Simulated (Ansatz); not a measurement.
Cost and result by functional for the surface energy of the (210) surface of alpha gallium in its 1x1 cell, outermost plane spacing 0.41 Å in the ideal cut, in Ansatz (plane waves, PAW). Single points on the PBE structure, on one kind of machine; costs are rough ratios of the slab run's core time (references not counted) to the cheapest single point. r2SCAN's cost holds its higher cutoff (500 against 420 eV). Differences are taken against r2SCAN for comparison alone: no measured value is at hand, so the table doesn't rank accuracy.

Slab: 40 atoms, 10.3 Å thick at the start (thin: gaps and levels are the slab's own); k 8x3x1, smearing 0.1 eV, dipole-corrected; all atoms relaxed; held to the start's symmetry, so lower structures may exist; no spin, no spin-orbit, no U. These notes are the PBE run's.

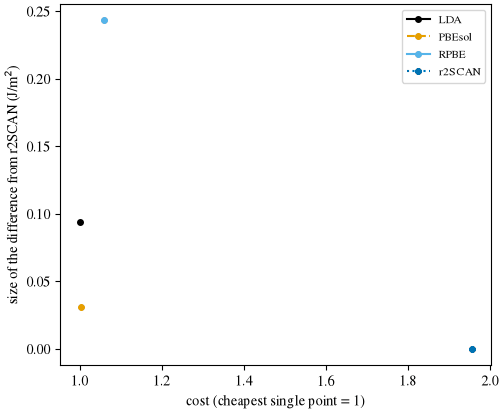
Difference from r2SCAN against cost

| functional | relative cost | surface energy (J/m²) | less r2SCAN (J/m²) |
|---|---|---|---|
| LDA | 1 | 0.78 | 0.09 |
| PBEsol | 1 | 0.72 | 0.03 |
| RPBE | 1 | 0.44 | -0.24 |
| r2SCAN | 2 | 0.69 | 0.00 |
| PBE (the relaxed run's value) | – | 0.56 | -0.13 |

The values span 0.34 J/m², while the single points' costs differ by a factor of roughly 2. Differences are of unrounded values.

Ansatz is an electronic-structure program.
